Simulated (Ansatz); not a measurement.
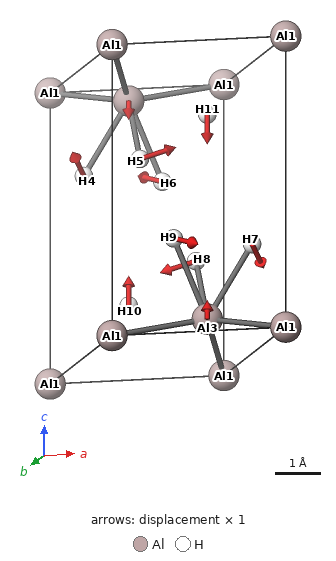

A relaxation of solid Al3H8 (a generated structure, set up in P-3) (coarse preliminary run). The starting structure is drawn; red arrows show the displacements (the part carried along by the change of the cell is left out), at their true length.

The picture is a ball-and-stick view of the cell of the calculation, seen from a free direction.

Level of theory: DFT PBE, scalar-relativistic, plane waves, PAW in Ansatz.

The input:
```yaml
crystal:
  lattice:
    - [3.9723659, 0.0, 0.0]
    - [-1.98618295, 3.44016978, 0.0]
    - [0.0, 0.0, 6.8681996]
  atoms:
    - { symbol: Al, position: [0.0, 0.0, 0.0] }
    - { symbol: Al, position: [0.33333333, 0.66666667, 0.90726653] }
    - { symbol: Al, position: [0.66666667, 0.33333333, 0.09273347] }
    - { symbol: H, position: [0.0879956, 0.70193342, 0.66249823] }
    - { symbol: H, position: [0.29806658, 0.38606218, 0.66249823] }
    - { symbol: H, position: [0.61393782, 0.9120044, 0.66249823] }
    - { symbol: H, position: [0.9120044, 0.29806658, 0.33750177] }
    - { symbol: H, position: [0.70193342, 0.61393782, 0.33750177] }
    - { symbol: H, position: [0.38606218, 0.0879956, 0.33750177] }
    - { symbol: H, position: [0.33333333, 0.66666667, 0.20431983] }
    - { symbol: H, position: [0.66666667, 0.33333333, 0.79568017] }
basis:
  ecutwfc: 420
kpoints:
  mp_grid: { grid: [6, 6, 4] }
hamiltonian:
  xc: pbe
scf:
  occupations: { method: gaussian, width: 0.1 }
  lower_state_search: "off"
output:
  forces: true
  stress: true
  eigenvalues: true
relax:
  adjacent_minimum: "off"
  f_tol: 0.04
  max_steps: 70
  cell: { stress_tol: 0.4 }
```

Command:
```bash
ansatz run input.yaml --threads 1 --pin off --max-ram 2560MiB --backend cpu --events-out ev --progress --plain --runs-dir out
```

Question: Atoms of which element are displaced furthest, and by how much?

Answer: Hydrogen: up to 0.90 Å, against 0.45 Å for aluminium.

Question: What happened in the run?

Answer: The largest moves relative to the cell, 0.90 Å, are those of H4, H5, H6, H7, H8 and H9. H8 goes roughly along [−3 −1 −1]. By element the largest moves are H 0.90 Å, Al 0.45 Å. Cell: a = b 3.972 → 4.487 Å (+13.0 %), c 6.868 → 6.841 Å (−0.4 %). Volume +27.1 %. Near-neighbour distances that change, for instance: Al2–H10 2.040 → 3.194 Å, Al1–Al2 2.380 → 2.810 Å, Al2–H4 1.983 → 1.728 Å. The space group stays P-3 (No. 147). After 16 accepted moves (18 points after the start) the energy has fallen by 6.403 eV per cell of the calculation. The largest force component goes from 3.4 to 0.018 eV/Å. The pressure goes from 7.01 to 0.33 GPa. The line search rejected the trial step at point 13 of the run. The SCF was repeated once at an unchanged geometry on a basis and grid sized afresh for the cell, which shifted the energy by 63.1 meV per cell of the calculation at most.
